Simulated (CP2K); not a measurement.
Consider mercaptoallene at its PBE geometry (Å).

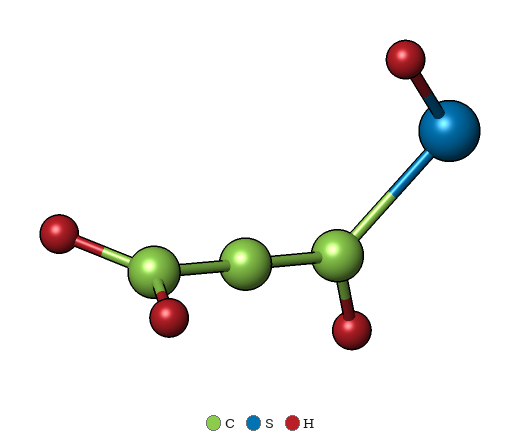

The molecule (carbon green, sulfur blue, hydrogen red).

```xyz
8

C    -1.5176    0.3242    0.3304
C    -0.3699   -0.2123   -0.0066
C     0.7812   -0.7448   -0.3385
S     2.3664    0.0505   -0.3552
H    -1.8777    0.2983    1.3626
H    -2.1594    0.8142   -0.4067
H     0.8441   -1.7895   -0.6521
H     1.9330    1.2595    0.0661
```

Method: CP2K XAS_TDP, all-electron GAPW, PBEh(45%), aug-cc-pVDZ, TDA, GW2X-corrected core level, no relativity.

**Question.** Predict the bright core excitations at the C K edge.

Leading lines: C1 287.39 eV, C2 287.00 eV and C3 288.05 eV. The leading line of an atom is its first one with 35 % of the strongest within 2.5 eV of its lowest line over the strength cut. Core ionisation energies at this level: C2 292.33, C3 292.73 and C1 292.45 eV.

The first six lines of each atom with a strength over 0.0015:

```
                     atom  energy (eV)  states  strength, one atom  above the computed threshold
 C1 (bonded to C and 2 H)       287.39       1              0.0465                              
                                289.77       1              0.0045                              
                                290.38       1              0.0024                              
                                291.33       1              0.0045                              
                                291.45       1              0.0118                              
                                291.59       1              0.0029                              
       C2 (bonded to 2 C)       287.00       1              0.0511                              
                                287.47       1              0.0522                              
                                291.35       1              0.0017                              
                                291.77       1              0.0018                              
                                293.03       2              0.0021                           yes
                                294.00       1              0.0029                           yes
C3 (bonded to C, S and H)       288.05       1              0.0492                              
                                289.05       1              0.0183                              
                                290.37       1              0.0051                              
                                291.23       1              0.0041                              
                                291.49       1              0.0088                              
                                291.97       1              0.0058
```

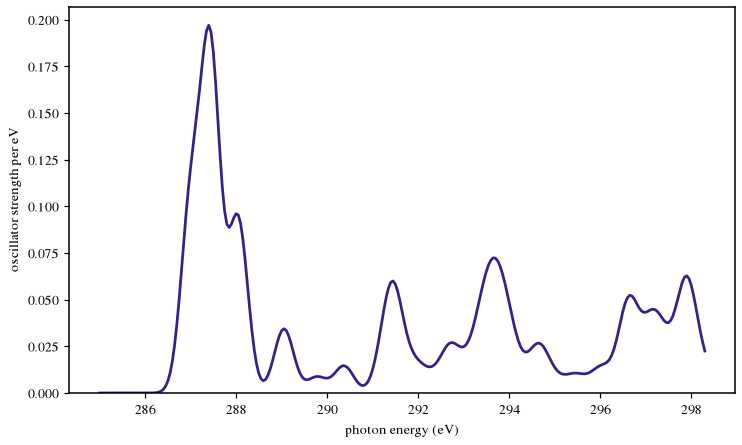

All atoms added, broadened by 0.5 eV.

Lines are vertical, at one geometry, with no vibrational structure. GW2X ionisation energies and lines can be off by 1 to 2 eV either way, and a good line position may hide errors that cancel. These values hold no scalar relativity, about 0.1 eV for C 1s. Rydberg lines, and the discretised continuum above threshold, depend on the basis and the box.

[Banner, clock and machine lines of the logs are left out without a mark of their own.]

[Logs are printed without paths, hosts, clocks, repeated set-up lines and the standing remarks that a program may print on its own settings, such as how far it seeks lower states.]

[Hosts, paths, dates, database ids (printed as entryN), source tags and the programs' standing remarks are cut or masked in the printed files.]
